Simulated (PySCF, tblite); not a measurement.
# C5H5N2 radical: geometry, infrared bands and EPR parameters

Aim: predict the infrared bands and EPR parameters of C5H5N2 radical (`[H]/[C]=C(/CC#N)N=C`).

Computed with tblite 0.8.0 and PySCF 2.14.0, with density-fitted response routines of our own, on a single molecule in the gas phase. Atoms count from 0, in the outputs and in this text.

### 1 The starting structure

12 atoms, charge 0, multiplicity 2; geometry from: force field or distance geometry start.

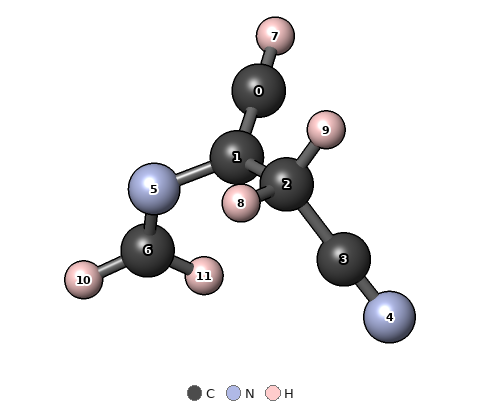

As it starts; carbon dark grey, nitrogen light blue, hydrogen pink, atoms numbered; sticks join atoms by distance.

### 2 Relaxing the molecule with GFN2-xTB

What the job is given:

```
{"job": {"kind": "relax", "xc": "GFN2-xTB", "basis": "xTB"}, "charge": 0, "multiplicity": 2}
C      0.464100    -0.691600     1.617300
C      0.102500     0.085300     0.615300
C     -1.312900     0.338900     0.225800
C     -1.685300    -0.498200    -0.928500
N     -1.973600    -1.176000    -1.817700
N      1.076700     0.911500     0.129800
C      1.789400     0.407600    -0.826800
H      0.759500    -1.301800     2.437600
H     -1.445700     1.395600    -0.040600
H     -2.001700     0.142900     1.067600
H      2.591900     1.001100    -1.278500
H      1.636400    -0.615900    -1.227400
```

Launch:

```
OMP_NUM_THREADS=1 python probes_run.py task.json out
```

One launch serves the whole session: the jobs run in the order shown.

Log:

```text
step      E/eV     max force
  0    -513.74775    3.797
  1    -513.90127    2.863
  2    -513.97809    2.780
  3    -513.98559    2.165
  4    -514.03763    0.560
  5    -514.04965    0.604
  6    -514.06865    0.442
  7    -514.08087    0.260
  8    -514.08784    0.272
  9    -514.10160    0.430
 10    -514.11373    0.526
 11    -514.12876    0.474
 12    -514.14438    0.395
 13    -514.16182    0.505
 14    -514.17670    0.459
 15    -514.18599    0.291
 16    -514.19075    0.187
 17    -514.19371    0.176
 18    -514.19634    0.243
 19    -514.19951    0.170
 20    -514.20465    0.208
 21    -514.20747    0.228
 22    -514.21242    0.196
 23    -514.21582    0.132
 24    -514.21852    0.150
 25    -514.22046    0.149
 26    -514.22246    0.130
 27    -514.22446    0.142
 28    -514.22630    0.103
 29    -514.22780    0.118
 30    -514.22900    0.115
 31    -514.23027    0.127
 32    -514.23189    0.144
 33    -514.23349    0.103
 34    -514.23473    0.094
 35    -514.23564    0.102
 36    -514.23642    0.112
 37    -514.23736    0.187
 38    -514.23855    0.128
 39    -514.24006    0.097
 40    -514.24100    0.100
 41    -514.24245    0.159
 42    -514.24441    0.196
 43    -514.24708    0.175
 44    -514.24979    0.132
 45    -514.25198    0.121
 46    -514.25322    0.090
 47    -514.25401    0.073
 48    -514.25475    0.102
 49    -514.25537    0.076
 50    -514.25612    0.079
 51    -514.25736    0.114
 52    -514.25848    0.112
 53    -514.26032    0.115
 54    -514.26181    0.094
 55    -514.26287    0.067
 56    -514.26352    0.070
 57    -514.26424    0.075
 58    -514.26519    0.083
 59    -514.26646    0.114
 60    -514.26690    0.139
 61    -514.26857    0.122
 62    -514.26917    0.112
 63    -514.26984    0.052
 64    -514.27006    0.034
 65    -514.27033    0.060
 66    -514.27045    0.041
 67    -514.27057    0.028
 68    -514.27068    0.037
 69    -514.27079    0.041
 70    -514.27089    0.037
 71    -514.27096    0.028
 72    -514.27101    0.022
 73    -514.27107    0.021
 74    -514.27112    0.023
 75    -514.27117    0.022
 76    -514.27122    0.025
 77    -514.27129    0.027
 78    -514.27135    0.025
 79    -514.27139    0.019
 80    -514.27141    0.011
 81    -514.27142    0.010
```

It took 0.38 s on 1 thread of Arm Neoverse V1, shared host.

The steps of the relaxation: (not every step is listed)

| step | energy from step 0 (eV) | largest force (eV/Å) |
| --- | --- | --- |
| 0 | 0.0000 | 3.7973 |
| 1 | -0.1535 | 2.8634 |
| 2 | -0.2303 | 2.7800 |
| 3 | -0.2378 | 2.1646 |
| 4 | -0.2899 | 0.5604 |
| 5 | -0.3019 | 0.6042 |
| 6 | -0.3209 | 0.4416 |
| 7 | -0.3331 | 0.2601 |
| 8 | -0.3401 | 0.2724 |
| 14 | -0.4289 | 0.4589 |
| 20 | -0.4569 | 0.2077 |
| 26 | -0.4747 | 0.1297 |
| 32 | -0.4841 | 0.1438 |
| 38 | -0.4908 | 0.1282 |
| 44 | -0.5020 | 0.1321 |
| 50 | -0.5084 | 0.0787 |
| 56 | -0.5158 | 0.0701 |
| 62 | -0.5214 | 0.1116 |
| 68 | -0.5229 | 0.0371 |
| 74 | -0.5234 | 0.0227 |
| 76 | -0.5235 | 0.0248 |
| 77 | -0.5235 | 0.0272 |
| 78 | -0.5236 | 0.0252 |
| 79 | -0.5236 | 0.0187 |
| 80 | -0.5237 | 0.0109 |
| 81 | -0.5237 | 0.0095 |

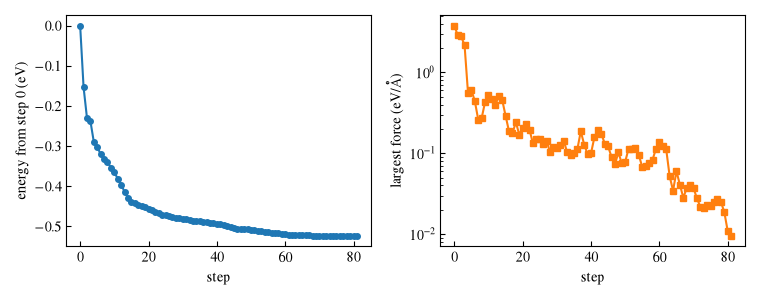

Energy and force, step by step.

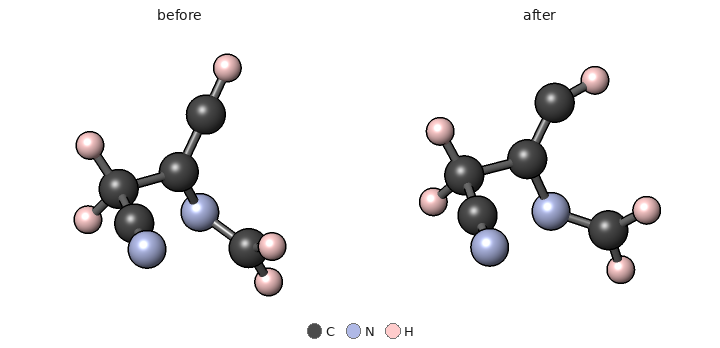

Before and after, at one scale.

Close pairs (by a distance rule), those that changed most:

| bond | before (Å) | after (Å) | change (Å) |
| --- | --- | --- | --- |
| N5–C6 | 1.295 | 1.252 | -0.043 |
| C1–N5 | 1.367 | 1.404 | +0.038 |
| C2–C3 | 1.474 | 1.441 | -0.033 |
| C1–C2 | 1.490 | 1.517 | +0.027 |
| C6–H11 | 1.110 | 1.091 | -0.019 |
| C0–C1 | 1.318 | 1.302 | -0.017 |
| C6–H10 | 1.096 | 1.081 | -0.015 |
| C2–H9 | 1.105 | 1.092 | -0.014 |

The next job starts from the end point, and lists it.

### 3 Vibrational analysis with GFN2-xTB

What the job is given:

```
{"job": {"kind": "ir", "xc": "GFN2-xTB", "basis": "xTB"}, "charge": 0, "multiplicity": 2}
C      0.338876    -0.738051     1.599368
C     -0.026656     0.041129     0.623055
C     -1.468999     0.351139     0.270121
C     -1.814300    -0.336774    -0.948127
N     -2.055198    -0.895528    -1.915721
N      0.878742     0.749354    -0.183640
C      1.892690     0.259167    -0.731273
H      1.256296    -1.013893     2.065524
H     -1.574145     1.427343     0.110410
H     -2.135103     0.023233     1.070329
H      2.533810     0.926206    -1.290376
H      2.175185    -0.794009    -0.695696
```

Log:

```text
mode    cm-1     km/mol
  1      43.3      4.70
  2      86.0      9.09
  3     165.5      5.52
  4     249.8      8.54
  5     334.1      4.55
  6     355.7     21.72
  7     374.8      3.11
  8     480.5     20.46
  9     540.1      6.81
 10     659.9     34.93
 11     672.4     35.08
 12     755.8     23.04
 13     832.2      7.60
 14     918.1      7.43
 15     965.8     13.68
 16     990.7      4.17
 17    1073.1     14.39
 18    1111.1      5.06
 19    1143.4     14.57
 20    1241.2     22.04
 21    1389.7     10.43
 22    1401.7      1.64
 23    1653.8      6.29
 24    1727.3     33.41
 25    2409.6    208.50
 26    2929.5     51.83
 27    2969.3      3.73
 28    2986.8      4.38
 29    3062.8      8.34
 30    3194.4     15.02
```

Wall time 0.26 s (1 thread of Arm Neoverse V1, shared host).

The strongest bands and the atoms that carry them (share of the mass-weighted mode):

| cm⁻¹ | km/mol | atoms |
| --- | --- | --- |
| 356 | 21.7 | N5 16 %, H7 16 %, C0 14 %, C1 13 % |
| 660 | 34.9 | H7 61 %, C0 14 % |
| 672 | 35.1 | H7 44 %, C1 13 %, H10 12 %, C0 11 % |
| 756 | 23.0 | H7 29 %, C2 18 %, C0 15 % |
| 1241 | 22.0 | C2 36 %, H9 35 %, H8 25 % |
| 1727 | 33.4 | C6 44 %, N5 42 % |
| 2410 | 208.5 | C3 60 %, N4 39 % |
| 2930 | 51.8 | H11 93 % |

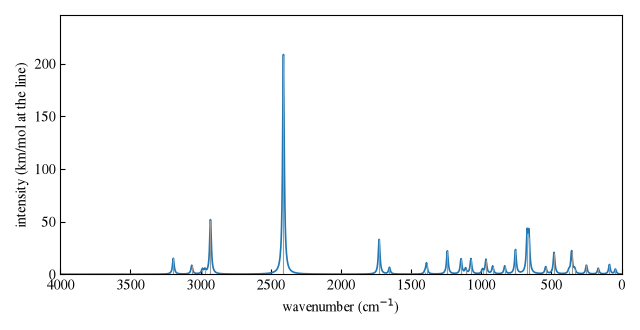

The infrared spectrum from these modes, unscaled. Lines are broadened to a width of 14 cm⁻¹ (Lorentzian).

### 4 g tensor and hyperfine couplings: B3LYP/pcH-1

Same as in step 3 but for these lines:

```diff
@@ -1,2 +1,2 @@
-{"job": {"kind": "ir", "xc": "GFN2-xTB", "basis": "xTB"}, "charge": 0, "multiplicity": 2}
+{"job": {"kind": "epr", "basis": "pcH-1"}, "charge": 0, "multiplicity": 2}
 C      0.338876    -0.738051     1.599368
```

Method: UKS B3LYP, pcH-1 on C H N, non-relativistic, mean-field spin-orbit, GIAO.

Log:

```text
UKS, coarse grid
  cycle   1  E = -302.84862825  |g| = 3.47e-01
  cycle   2  E = -302.68054663  |g| = 7.19e-01
  cycle   3  E = -302.90658027  |g| = 1.00e-01
  cycle   4  E = -302.91053427  |g| = 5.00e-02
  cycle   5  E = -302.91150299  |g| = 2.54e-02
  cycle   6  E = -302.91180704  |g| = 6.94e-03
  cycle   7  E = -302.91184398  |g| = 4.30e-03
  cycle   8  E = -302.91186624  |g| = 1.72e-03
  cycle   9  E = -302.91187494  |g| = 9.03e-04
UKS, final grid
  cycle   1  E = -302.91185769  |g| = 1.02e-03
  cycle   2  E = -302.91185758  |g| = 1.57e-03
  cycle   3  E = -302.91185870  |g| = 3.71e-04
  cycle   4  E = -302.91185882  |g| = 2.38e-04
  cycle   5  E = -302.91185899  |g| = 1.85e-04
  cycle   6  E = -302.91185902  |g| = 5.96e-05
  cycle   7  E = -302.91185902  |g| = 1.64e-05
E = -302.91185902 Eh   <S^2> = 0.7603 (exact 0.7500)
g shifts (ppm)      1          2          3
  rmc          -155       -155       -155
  gc             42         13         -0
  oz_so        -270        -20        365
  total        -383       -162        209
hyperfine (MHz)  atom isotope    a_iso     a_fc   dipolar eigenvalues
    0   13C     321.42     321.42    -81.92    -58.84    140.76
    1   13C      -8.46      -8.46    -19.13      2.07     17.06
    2   13C      32.87      32.87     -3.70     -3.11      6.81
    3   13C      -5.93      -5.93     -0.48     -0.27      0.76
    4   14N       0.09       0.09     -0.24     -0.18      0.42
    5   14N       3.39       3.39     -6.11     -3.65      9.76
    6   13C      -7.08      -7.08     -3.37      0.68      2.69
    7    1H      30.34      30.34    -32.27     -7.88     40.15
    8    1H      -2.37      -2.37     -2.38     -1.57      3.95
    9    1H      -1.40      -1.40     -5.63     -2.66      8.29
   10    1H      10.87      10.87     -2.32     -0.28      2.60
   11    1H       6.40       6.40     -2.94     -2.75      5.69
```

Wall time 38 s (1 thread of Arm Neoverse V1, shared host); peak memory 0.89 GiB.

Principal g values 2.00194, 2.00216, 2.00253; g(iso) = 2.00221, against 2.00232 for a free electron.

Mean a(iso) over the nuclei that a row names, and the largest dipolar term of the row (other rows stand at the frozen geometry):

| nuclei | isotope | a(iso) (MHz) | a(iso) (G, at g = 2.0023) | largest dipolar term (MHz) |
| --- | --- | --- | --- | --- |
| C0 | 13C | 321.4 | 114.7 | 140.8 |
| C2 | 13C | 32.9 | 11.7 | 6.8 |
| H7 | 1H | 30.3 | 10.8 | 40.1 |
| H10 | 1H | 10.9 | 3.9 | 2.6 |
| C1 | 13C | -8.5 | -3.0 | -19.1 |
| C6 | 13C | -7.1 | -2.5 | -3.4 |
| H11 | 1H | 6.4 | 2.3 | 5.7 |
| C3 | 13C | -5.9 | -2.1 | 0.8 |
| N5 | 14N | 3.4 | 1.2 | 9.8 |
| H8, H9 | 1H | -1.9 | -0.7 | 8.3 |
| N4 | 14N | 0.1 | 0.0 | 0.4 |

Mulliken spin populations:

| atom | value (e) |
| --- | --- |
| C0 | 1.04 |
| C1 | -0.13 |
| C2 | 0.03 |
| C3 | 0.00 |
| N4 | 0.01 |
| N5 | 0.08 |
| C6 | -0.03 |
| H7 | 0.00 |
| H8 | 0.00 |
| H9 | 0.00 |
| H10 | 0.00 |
| H11 | 0.01 |

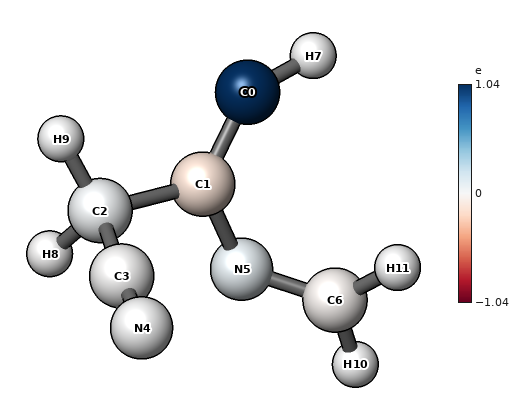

Mulliken spin populations, as colours on the atoms.

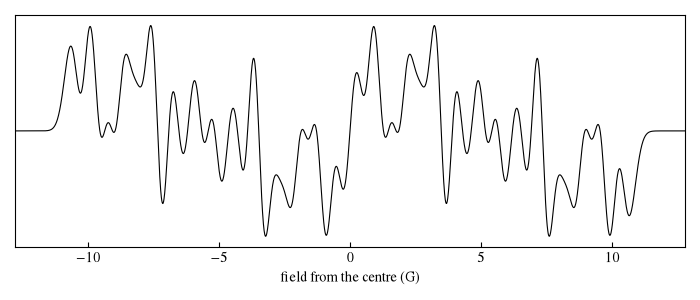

First-order isotropic spectrum (first derivative, main isotopes with spin only, couplings over 0.8 MHz, Gaussian width 0.3 G; couplings of the frozen geometry, rotation of groups not averaged beyond the rows shown).

The fields below are evaluated on a grid from the run's orbitals.

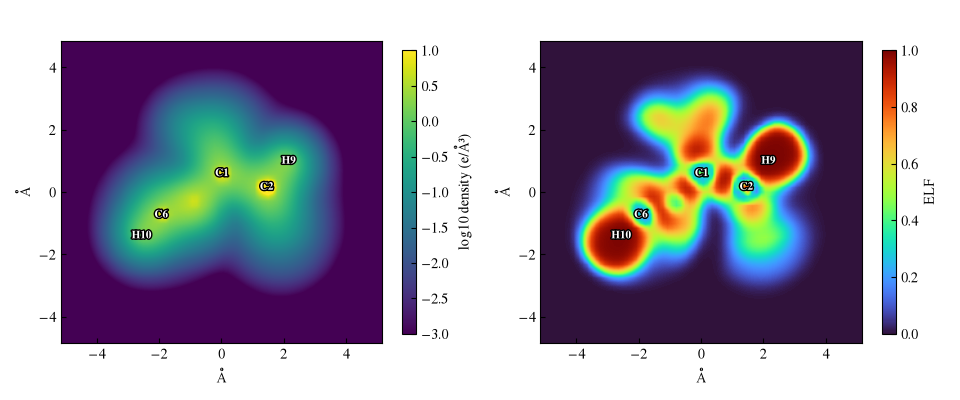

Density (left) and ELF (right) in a plane through or near 5 of the atoms.

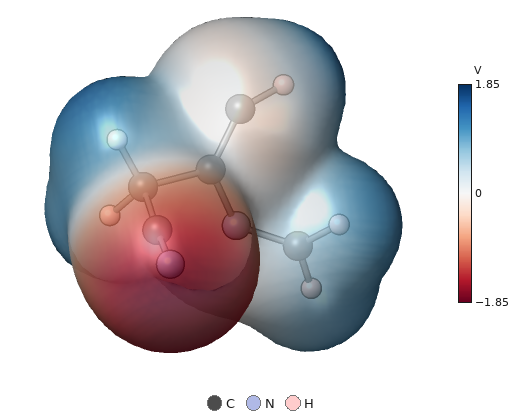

Electrostatic potential on the surface of density 0.002 e/bohr³; red is low, blue high. It runs from -1.85 V near N4 to 1.41 V near H7.

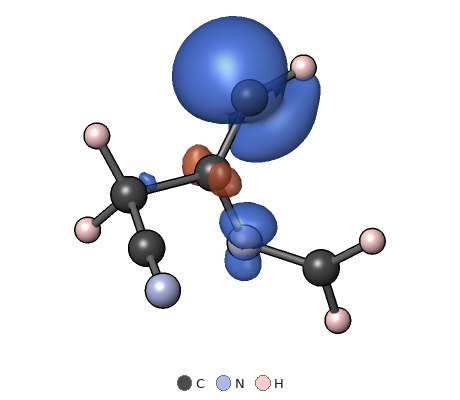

Spin density at ±0.05 e/Å³ (alpha excess blue, beta excess red).

### 5 Outcome

| quantity | value |
| --- | --- |
| strongest single infrared mode (GFN2-xTB) | 2410 cm⁻¹, 208 km/mol |
| zero-point energy (GFN2-xTB) | 52.5 kcal/mol |
| g(iso) (B3LYP) | 2.00221 |
| ⟨S²⟩ | 0.760 (exact 0.75) |
| largest a(iso) (averaged by class) | 13C on C0, 321.4 MHz |
| surface potential, least and greatest | -1.85 V and 1.41 V |

In words: The optimisation took 81 steps and gained 0.524 eV; among the close pairs (by a distance rule), N5–C6 changed most, from 1.295 to 1.252 Å. No mode is imaginary among the 30: a minimum at this level. The strongest single mode, at 2410 cm⁻¹, moves mainly C3 and N4. Unscaled tight-binding wavenumbers are off by several per cent, some by more. Its intensities can rank the bands wrongly. Most of the unpaired spin sits on C0 (1.04 e). The isotropic g lies 0.1 ppt below the free-electron value.
